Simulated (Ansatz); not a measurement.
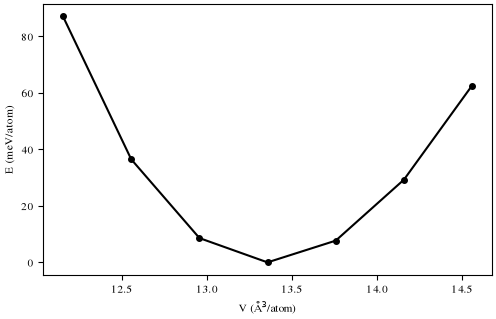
*Si2Mo (MoSi2 or CaC2 type, space group No. 139) under volume change, r²SCAN (plane waves, PAW; program Ansatz), shape and atoms relaxed at each volume.*

Q: What does a third-order Birch–Murnaghan fit give for V₀, B₀ and B′?

A: V₀ = 13.36 Å³/atom, B₀ = 217 GPa, B′ = 4.5.

Space group I4/mmm (MoSi2 or CaC2 type). Symmetry was held in the r²SCAN relaxation. The run is not spin-polarised.

Potentials: the later of the program's two PAW sets.
